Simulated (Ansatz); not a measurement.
**CO on a TiAl₃(110) slab cut from the I4/mmm phase: a line through an energy map**

How does the energy of CO on a TiAl₃(110) slab cut from the I4/mmm phase (8 atoms of substrate and one adsorbate in a 1 × 1 cell) vary with height of C9 above the plane of Al8, at tilt of the C9-O10 axis from the surface normal = 60°?

Program: Ansatz 0.2.0. Level of theory: DFT PBE, scalar-relativistic, plane waves, PAW. These are calculated values, not measurements.

14 further runs of the same task are left out: 14 set aside as unsound or not needed. Runs told in other sessions of the task aren't counted.

## Step 1: The system as given

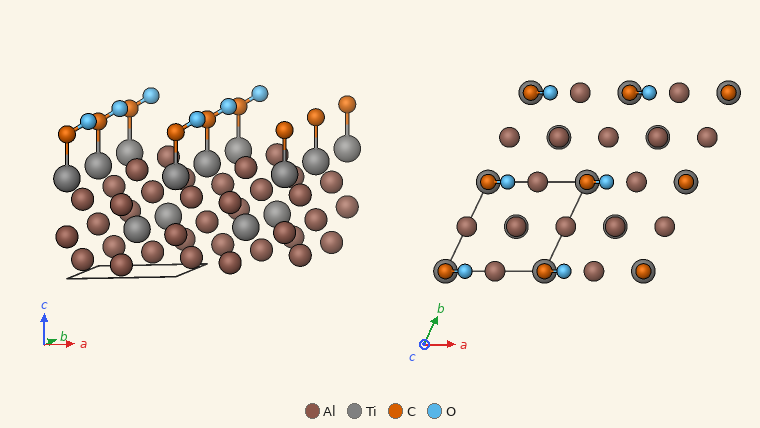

The starting structure, seen from the side (left, normal up) and from above (right) (aluminium brown, titanium grey, carbon orange, oxygen blue; 2×2 surface cells, with atoms on the cell's edges repeated; the outline under the slab is one cell, and the vacuum is left out).

As a file:

```xyz
10
Lattice="5.0970 0.0000 0.0000 2.1962 4.5996 0.0000 0.0000 0.0000 22.1362" Properties=species:S:1:pos:R:3 pbc="T T T"
Al    2.5485    0.0000    4.0000
Al    1.0981    2.2998    4.0000
Ti    3.6466    2.2998    5.3595
Al    0.0000    0.0000    5.3595
Al    1.0981    2.2998    6.8097
Al    2.5485    0.0000    6.8097
Ti    0.0000    0.0000    8.0723
Al    3.6466    2.2998    8.1362
C     0.0000    0.0000   10.1362
O     1.0046    0.0000   10.7162
```

This is the geometry of the first run shown, built on a cell relaxed beforehand with the same method.

## Step 2: Plan of the line

Atoms count from 1 in the order of the input.

CO stands on one site of a rigid substrate while its tilt and height are varied at a fixed bond length.

First coordinate, tilt of the C9-O10 axis from the surface normal: 7 values from 0 to 90 °. Second coordinate, height of C9 above the plane of Al8: 6 values from 2.00 to 3.55 Å.

Nothing else is relaxed. Points are written as (first, second).

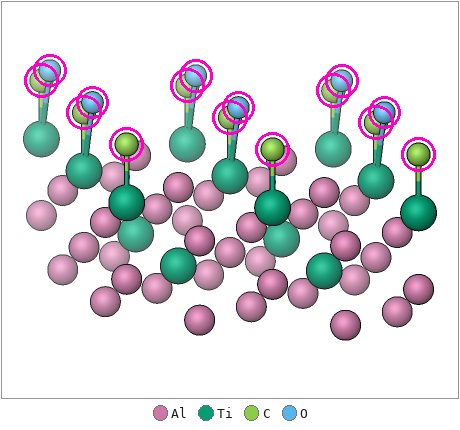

The geometry at (60°, 2.00 Å). Rings mark the moved atoms.

## Step 3: Point (60°, 2.00 Å)

The cell repeats along c, and a dipole correction in the vacuum removes the field between the copies.

input.yaml reads:

```yaml
crystal:
  lattice:
    - [5.0969736982, 0.0, 0.0]
    - [2.1961599276, 4.5995676375, 0.0]
    - [0.0, 0.0, 22.1361793001]
  atoms:
    - { symbol: Al, position: [0.5, 0.0, 0.1806996567] }
    - { symbol: Al, position: [0.0, 0.5, 0.1806996567] }
    - { symbol: Ti, position: [0.5, 0.5, 0.2421138092] }
    - { symbol: Al, position: [0.0, 0.0, 0.2421138092] }
    - { symbol: Al, position: [0.0, 0.5, 0.3076271391] }
    - { symbol: Al, position: [0.5, 0.0, 0.3076271391] }
    - { symbol: Ti, position: [0.0, 0.0, 0.3646643612] }
    - { symbol: Al, position: [0.5, 0.5, 0.3675512016] }
    - { symbol: C, position: [0.0, 0.0, 0.4579010299] }
    - { symbol: O, position: [0.197095282, 0.0, 0.4841024801] }
basis:
  ecutwfc: 420
kpoints:
  mp_grid: { grid: [6, 6, 1] }
hamiltonian:
  xc: pbe
  pseudopotentials: { kind: paw, azcp: { folder: soft_1 } }
scf:
  occupations: { method: gaussian, width: 0.1 }
output:
  forces: true
  eigenvalues: true
efield:
  axis: 3
  dipole_correction: true
  ramp_width: 0.04
```

Run with:

```
$ ansatz run input.yaml --threads 1 --pin off --max-ram 3072MiB --backend cpu --events-out ev --progress --plain --runs-dir out
```

Output (excerpt; [...] marks lines left out):

```text
Warning: RAYON_NUM_THREADS=1 ignored (pool sized by the plan → 1); use --threads N
[...]
Pseudopotentials: kind: paw
Pseudopotential: Al, paw, valence charge 3, recommended cutoff 420 eV (normal), <dir>
Pseudopotential: Ti, paw, valence charge 12, recommended cutoff 420 eV (normal), <dir>
Pseudopotential: C, paw, valence charge 4, recommended cutoff 420 eV (normal), <dir>
Pseudopotential: O, paw, valence charge 6, recommended cutoff 420 eV (normal), <dir>
Functional definition: PBE
[...]
Crystal: 10 atoms, lattice volume = 518.958 Å³
Basis set: ecut = 420 eV, 10183 PW (Γ), exchange–correlation on 72×72×300 points (8 copies of the dense FFT grid, shifted against one another)
Bands: 36, of which v1, the nominal top of the filled ones, is band 26 counted from 1 (25 counted from 0)
Symmetry: 1 space group operations
Space group: P1 (ITA 1), of the structure as read, at distance tolerance 8.0e-5 Å
k-points: 20 of 36 (time reversal used)
[...]
SCF iter   1: F=—  HF=-9042.752849 eV  |F-HF|=—  |Δ(HF+E_count)|=         —  Δρ=3.15e-2  dr2=1.82e1  ethr=3.10e-3  p=-0.000 e·Å  D=-1.76e-7 V/Å  ΔV_dip=0.00 eV  dr2_dipole=6.71e-3  V_vac-E_F(+/−)=7.29/7.29 eV  ⟨swp⟩=8.8  Hψ=3876  notcnv=0
[...]
SCF iter  10: F=-9039.344379 eV  HF=-9039.344379 eV  |F-HF|=3.77e-8  |Δ(HF+E_count)|=   9.15e-8  Δρ=1.42e-6  dr2=1.55e-8  ethr=1.92e-10  p=-0.035 e·Å  D=-1.24e-2 V/Å  ΔV_dip=0.27 eV  dr2_dipole=2.46e-11  V_vac-E_F(+/−)=4.44/4.17 eV  ⟨swp⟩=19.1  Hψ=4112  notcnv=0
[...]
SCF converged after 10 iterations
Free energy (F): -9039.344379 eV
[...]
E sigma→0 (E₀):  -9039.328822 eV
Entropy (-TS):   -0.031112 eV (-3.111 meV/atom)
Fermi energy:    -0.482304 eV
Dipole field:    D = -0.012368 V/Å  (p = -0.035471 e·Å, saw-weighted, corrected)
Work function:   Φ+ = 4.4421 eV   Φ− = 4.1684 eV
Levels:          The Fermi level and band energies are counted from a zero that moves with the ramp; work functions are not
[...]
--- Forces (eV/Å), atoms counted from 1 ---
  atom   1  Al     0.00432360    -0.01530398     0.61021295
  atom   2  Al    -0.00077726     0.01596178     0.61388409
  atom   3  Ti     0.03760013     0.01691273    -0.47818114
  atom   4  Al    -0.01445676    -0.02009732    -0.70658452
  atom   5  Al     0.00813764     0.02090630    -0.07387412
  atom   6  Al     0.00633051    -0.01249990    -0.15432542
  atom   7  Ti    -0.36820401     0.06034338    -0.78998993
  atom   8  Al    -0.02149823    -0.13911934     0.11937604
[...]
--- Band table (eV; the first three rows and the last of 20) ---
[...]
```

It took 30 s on 1 thread of Arm Neoverse V2, shared host; peak memory 0.69 GiB.

Read from this run: work function 4.44 eV (top face), 4.17 eV (bottom face); dipole along +c -0.035 e·Å per cell.

## Step 4: Point (60°, 2.22 Å)

input.yaml: that of step 3 with these lines changed.

```diff
@@ -14,4 +14,4 @@
     - { symbol: Al, position: [0.5, 0.5, 0.3675512016] }
-    - { symbol: C, position: [0.0, 0.0, 0.4579010299] }
-    - { symbol: O, position: [0.197095282, 0.0, 0.4841024801] }
+    - { symbol: C, position: [0.0, 0.0, 0.467839511] }
+    - { symbol: O, position: [0.197095282, 0.0, 0.4940409613] }
 basis:
```

Run with:

```
$ ansatz run input.yaml --threads 1 --pin off --max-ram 3072MiB --backend cpu --events-out ev --progress --plain --runs-dir out
```

Output (excerpt; [...] marks lines left out):

```text
Warning: RAYON_NUM_THREADS=1 ignored (pool sized by the plan → 1); use --threads N
[...]
[... 6 set-up lines as earlier in the session ...]
[...]
Crystal: 10 atoms, lattice volume = 518.958 Å³
Basis set: ecut = 420 eV, 10183 PW (Γ), exchange–correlation on 72×72×300 points (8 copies of the dense FFT grid, shifted against one another)
Bands: 36, of which v1, the nominal top of the filled ones, is band 26 counted from 1 (25 counted from 0)
[... 2 set-up lines as earlier in the session ...]
[...]
SCF converged after 10 iterations
Free energy (F): -9039.375734 eV
[...]
E sigma→0 (E₀):  -9039.359038 eV
Entropy (-TS):   -0.033393 eV (-3.339 meV/atom)
Fermi energy:    -0.384840 eV
Dipole field:    D = -0.001383 V/Å  (p = -0.003966 e·Å, saw-weighted, corrected)
Work function:   Φ+ = 4.2039 eV   Φ− = 4.1733 eV
Levels:          The Fermi level and band energies are counted from a zero that moves with the ramp; work functions are not
[...]
--- Forces (eV/Å), atoms counted from 1 ---
  atom   1  Al     0.00282428    -0.00727534     0.60377097
  atom   2  Al    -0.00086354     0.01022704     0.60376345
  atom   3  Ti     0.03237629     0.01153670    -0.52632500
  atom   4  Al    -0.00934589    -0.01376588    -0.68415133
  atom   5  Al    -0.00170486     0.01643841    -0.03012379
  atom   6  Al     0.00157698    -0.01727702    -0.09577079
  atom   7  Ti    -0.34829852     0.01167319     0.41039142
  atom   8  Al    -0.02258520    -0.03336165     0.06528713
[...]
--- Band table (eV; the first three rows and the last of 20) ---
[...]
```

It took 32 s on 1 thread of Arm Neoverse V2, shared host; peak memory 0.69 GiB.

Read from this run: work function 4.20 eV (top face), 4.17 eV (bottom face).

## Step 5: The run at (60°, 2.44 Å)

input.yaml: that of step 4 with these lines changed.

```diff
@@ -14,4 +14,4 @@
     - { symbol: Al, position: [0.5, 0.5, 0.3675512016] }
-    - { symbol: C, position: [0.0, 0.0, 0.467839511] }
-    - { symbol: O, position: [0.197095282, 0.0, 0.4940409613] }
+    - { symbol: C, position: [0.0, 0.0, 0.4777779922] }
+    - { symbol: O, position: [0.197095282, 0.0, 0.5039794424] }
 basis:
```

Run with:

```
$ ansatz run input.yaml --threads 1 --pin off --max-ram 3072MiB --backend cpu --events-out ev --progress --plain --runs-dir out
```

Output (excerpt; [...] marks lines left out):

```text
Warning: RAYON_NUM_THREADS=1 ignored (pool sized by the plan → 1); use --threads N
[...]
[... 6 set-up lines as earlier in the session ...]
[...]
Crystal: 10 atoms, lattice volume = 518.958 Å³
Basis set: ecut = 420 eV, 10183 PW (Γ), exchange–correlation on 72×72×300 points (8 copies of the dense FFT grid, shifted against one another)
Bands: 36, of which v1, the nominal top of the filled ones, is band 26 counted from 1 (25 counted from 0)
[... 2 set-up lines as earlier in the session ...]
[...]
SCF converged after 10 iterations
Free energy (F): -9039.258663 eV
[...]
E sigma→0 (E₀):  -9039.239897 eV
Entropy (-TS):   -0.037534 eV (-3.753 meV/atom)
Fermi energy:    -0.315804 eV
Dipole field:    D = 0.006346 V/Å  (p = 0.018199 e·Å, saw-weighted, corrected)
Work function:   Φ+ = 4.0373 eV   Φ− = 4.1778 eV
Levels:          The Fermi level and band energies are counted from a zero that moves with the ramp; work functions are not
[...]
--- Forces (eV/Å), atoms counted from 1 ---
  atom   1  Al     0.00222195    -0.00216595     0.59903360
  atom   2  Al    -0.00236837     0.00575720     0.59739218
  atom   3  Ti     0.02653585     0.00753622    -0.55780976
  atom   4  Al    -0.00731031    -0.00864003    -0.66296281
  atom   5  Al    -0.00848972     0.01426052    -0.00424383
  atom   6  Al     0.00109031    -0.01910440    -0.05728231
  atom   7  Ti    -0.27829723    -0.01811780     0.68500807
  atom   8  Al    -0.01995882     0.02804099     0.02427898
[...]
--- Band table (eV; the first three rows and the last of 20) ---
[...]
```

Wall time 31 s (1 thread of Arm Neoverse V2, shared host); peak memory 0.69 GiB.

This gives work function 4.04 eV (top face), 4.18 eV (bottom face); dipole along +c 0.018 e·Å per cell.

## Step 6: Grid point (60°, 2.70 Å)

input.yaml: that of step 5 with these lines changed.

```diff
@@ -14,4 +14,4 @@
     - { symbol: Al, position: [0.5, 0.5, 0.3675512016] }
-    - { symbol: C, position: [0.0, 0.0, 0.4777779922] }
-    - { symbol: O, position: [0.197095282, 0.0, 0.5039794424] }
+    - { symbol: C, position: [0.0, 0.0, 0.4895234698] }
+    - { symbol: O, position: [0.197095282, 0.0, 0.5157249201] }
 basis:
```

Run with:

```
$ ansatz run input.yaml --threads 1 --pin off --max-ram 3072MiB --backend cpu --events-out ev --progress --plain --runs-dir out
```

Output (excerpt; [...] marks lines left out):

```text
Warning: RAYON_NUM_THREADS=1 ignored (pool sized by the plan → 1); use --threads N
[...]
[... 6 set-up lines as earlier in the session ...]
[...]
Crystal: 10 atoms, lattice volume = 518.958 Å³
Basis set: ecut = 420 eV, 10183 PW (Γ), exchange–correlation on 72×72×300 points (8 copies of the dense FFT grid, shifted against one another)
Bands: 36, of which v1, the nominal top of the filled ones, is band 26 counted from 1 (25 counted from 0)
[... 2 set-up lines as earlier in the session ...]
[...]
SCF converged after 11 iterations
Free energy (F): -9039.104514 eV
[...]
E sigma→0 (E₀):  -9039.083505 eV
Entropy (-TS):   -0.042017 eV (-4.202 meV/atom)
Fermi energy:    -0.267081 eV
Dipole field:    D = 0.011440 V/Å  (p = 0.032809 e·Å, saw-weighted, corrected)
Work function:   Φ+ = 3.9263 eV   Φ− = 4.1795 eV
Levels:          The Fermi level and band energies are counted from a zero that moves with the ramp; work functions are not
[...]
--- Forces (eV/Å), atoms counted from 1 ---
  atom   1  Al     0.00176059     0.00048798     0.59704697
  atom   2  Al    -0.00388177     0.00233486     0.59547302
  atom   3  Ti     0.01901675     0.00380683    -0.57024848
  atom   4  Al    -0.00609451    -0.00400977    -0.64694911
  atom   5  Al    -0.01112558     0.01112036     0.00300312
  atom   6  Al     0.00132899    -0.01681618    -0.02980964
  atom   7  Ti    -0.18494913    -0.03144940     0.58949651
  atom   8  Al    -0.01621497     0.05580953    -0.00984026
[...]
--- Band table (eV; the first three rows and the last of 20) ---
[...]
```

Run time: 33 s. Hardware: 1 thread of Arm Neoverse V2, shared host; peak memory 0.69 GiB.

Read from this run: work function 3.93 eV (top face), 4.18 eV (bottom face); dipole along +c 0.033 e·Å per cell.

## Step 7: Point (60°, 3.55 Å)

input.yaml: that of step 6 with these lines changed.

```diff
@@ -14,4 +14,4 @@
     - { symbol: Al, position: [0.5, 0.5, 0.3675512016] }
-    - { symbol: C, position: [0.0, 0.0, 0.4895234698] }
-    - { symbol: O, position: [0.197095282, 0.0, 0.5157249201] }
+    - { symbol: C, position: [0.0, 0.0, 0.5279221469] }
+    - { symbol: O, position: [0.197095282, 0.0, 0.5541235971] }
 basis:
```

Run with:

```
$ ansatz run input.yaml --threads 1 --pin off --max-ram 3072MiB --backend cpu --events-out ev --progress --plain --runs-dir out
```

Output (excerpt; [...] marks lines left out):

```text
Warning: RAYON_NUM_THREADS=1 ignored (pool sized by the plan → 1); use --threads N
[...]
[... 6 set-up lines as earlier in the session ...]
[...]
Crystal: 10 atoms, lattice volume = 518.958 Å³
Basis set: ecut = 420 eV, 10183 PW (Γ), exchange–correlation on 72×72×300 points (8 copies of the dense FFT grid, shifted against one another)
Bands: 36, of which v1, the nominal top of the filled ones, is band 26 counted from 1 (25 counted from 0)
[... 2 set-up lines as earlier in the session ...]
[...]
SCF converged after 11 iterations
Free energy (F): -9038.860158 eV
[...]
E sigma→0 (E₀):  -9038.839340 eV
Entropy (-TS):   -0.041635 eV (-4.164 meV/atom)
Fermi energy:    -0.246687 eV
Dipole field:    D = 0.012526 V/Å  (p = 0.035923 e·Å, saw-weighted, corrected)
Work function:   Φ+ = 3.9016 eV   Φ− = 4.1788 eV
Levels:          The Fermi level and band energies are counted from a zero that moves with the ramp; work functions are not
[...]
--- Forces (eV/Å), atoms counted from 1 ---
  atom   1  Al     0.00031802     0.00110740     0.59594738
  atom   2  Al    -0.00168642    -0.00019195     0.59565736
  atom   3  Ti     0.00367072     0.00013381    -0.56205299
  atom   4  Al    -0.00160008    -0.00000521    -0.63508350
  atom   5  Al    -0.00385152     0.00287358    -0.00276006
  atom   6  Al     0.00050889    -0.00430796    -0.00635838
  atom   7  Ti    -0.03730055    -0.01722881     0.14140678
  atom   8  Al    -0.00607568     0.02932937    -0.00771584
[...]
--- Band table (eV; the first three rows and the last of 20) ---
[...]
```

It took 34 s on 1 thread of Arm Neoverse V2, shared host; peak memory 0.69 GiB.

Read from this run: work function 3.90 eV (top face), 4.18 eV (bottom face); dipole along +c 0.036 e·Å per cell.

## Step 8: Results

```
height of C9 above the plane of Al8 (Å)  step  energy (eV)  slope (eV per Å)  work function of the top face (eV)  dipole moment (e·Å)
                                   2.00     3        0.031             −0.86                                4.44               −0.035
                                   2.22     4         0.00              0.35                                4.20               −0.004
                                   2.44     5         0.12              0.62                                4.04                0.018
                                   2.70     6         0.27              0.53                                3.93                0.033
                                   3.05     –         0.42              0.31                                3.88                0.038
                                   3.55     7         0.52              0.12                                3.90                0.036
```

Energies count from the lowest point of the line. Rows without a step come from runs not printed here or follow by symmetry. Slopes come from the forces (and the stress, where the cell changes), not from differences of energies.

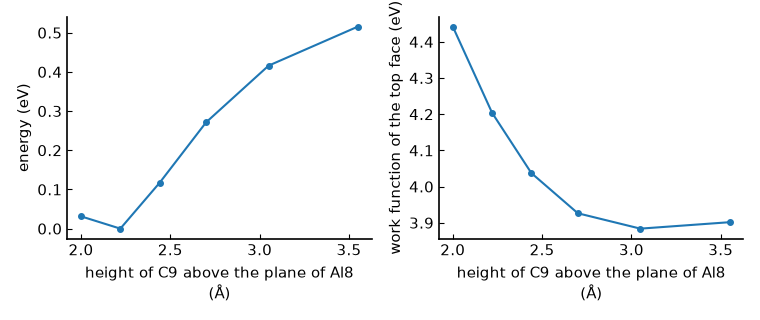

Energy and work function of the top face along the line.

**Reading.** Of the points computed the energy is lowest at 2.22 Å. Energies and slopes round the minimum, fitted together, put the minimum at 2.127 Å, with a curvature of about 4.8 eV per Å². The highest point computed, at 3.55 Å, lies 0.52 eV above the lowest. This is one cut through a surface in two coordinates; the map's lowest point lies off it. Spin polarisation is off in the runs that give these values; a magnetic solution could lie lower.
